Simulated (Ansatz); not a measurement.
# CuH5: the cost of one run

Program: Ansatz 0.2.0. Level of theory: DFT PBE, scalar-relativistic, plane waves, PAW. These are calculated values, not measurements.

## (1) The structure to begin with

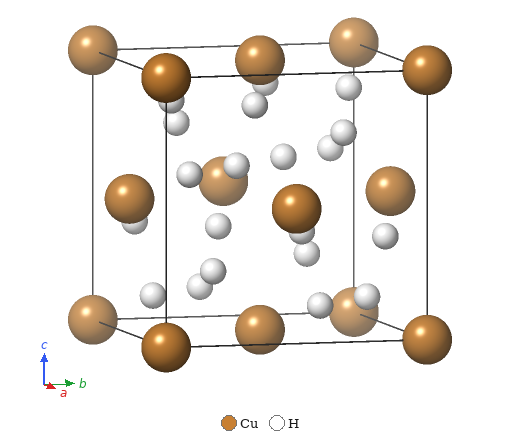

The starting structure, seen slightly off an axis (copper orange, hydrogen white). Atoms on the faces are drawn again on the opposite ones. The cell drawn here is the conventional one.

Structure file:

```
Cu H
1.0
     0.00000    3.06800    3.06800
     3.06800    0.00000    3.06800
     3.06800    3.06800    0.00000
Cu H
1 5
Direct
  0.00000 0.00000 0.00000
  0.25000 0.25000 0.25000
  0.12500 0.62500 0.62500
  0.62500 0.62500 0.62500
  0.62500 0.12500 0.62500
  0.62500 0.62500 0.12500
```

The cell is invented: species swapped into a database cell of ZrNi5 (F-43m, No. 216), with Cu on the Zr sites and H on the Ni sites. Its size is a rough estimate.

## (2) The guess as it stands, on a coarse mesh

input.yaml reads:

```yaml
crystal:
  lattice:
    - [0.0, 3.06800471, 3.06800471]
    - [3.06800471, 0.0, 3.06800471]
    - [3.06800471, 3.06800471, 0.0]
  atoms:
    - { symbol: Cu, position: [0.0, 0.0, 0.0] }
    - { symbol: H, position: [0.25, 0.25, 0.25] }
    - { symbol: H, position: [0.125, 0.625, 0.625] }
    - { symbol: H, position: [0.625, 0.625, 0.625] }
    - { symbol: H, position: [0.625, 0.125, 0.625] }
    - { symbol: H, position: [0.625, 0.625, 0.125] }
basis:
  ecutwfc: 420
kpoints:
  mp_grid: { grid: [6, 6, 6] }
hamiltonian:
  xc: pbe
scf:
  occupations: { method: gaussian, width: 0.1 }
  lower_state_search: "off"
output:
  forces: true
  stress: true
  eigenvalues: true
```

Run with:

```console
ansatz run input.yaml --threads 1 --pin off --max-ram 2048MiB --backend cpu --events-out ev --progress --plain --runs-dir out
```

Q: Estimate wall time and peak memory on 1 thread of Arm Neoverse V1, shared host.

About 1.6 s, with a peak of 0.29 GiB.
